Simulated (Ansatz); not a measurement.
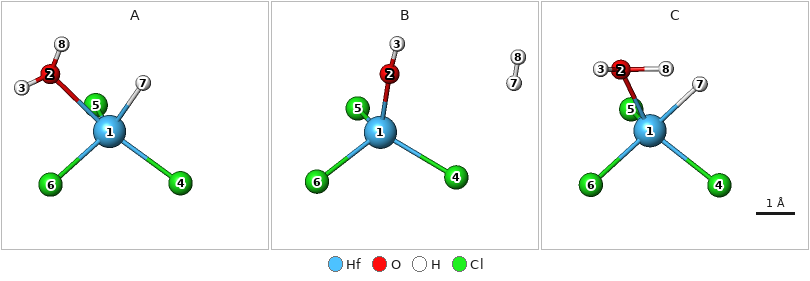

3 geometries from a converged minimum-energy path of HfH3OCl3, made up at the start of HfHOCl₃ and H$_{2}$, shuffled. A ball-and-stick model, seen from a free direction.

Level of theory: RKS PBE0-D4/def2-SVP in Ansatz. Set-up: 5 movable images; climbing image; force threshold 0.03 eV/Å; iteration limit 60; starting path through a guess of the saddle point.

Which of them lies highest in energy?

Answer. C. In order along the path, whose images run from 0 to 6: B (image 2, +0.01 eV), C (image 4, +1.34 eV), A (image 6, +0.84 eV). Breaking: H7–H8 (0.76 → 1.05 at the top → 2.41 Å). Forming: Hf1–H7 (3.56 → 2.00 at the top → 1.84 Å), O2–H8 (3.02 → 1.20 at the top → 0.97 Å).

Limits of the set-up: the start holds two separate molecules, 3.0 Å apart at their closest, whose relative position is a soft coordinate.

Cost: 7.2 min on 2 threads of Intel(R) Xeon(R) 6975P-C (Granite Rapids), with other jobs on the host, peak memory 0.31 GiB.
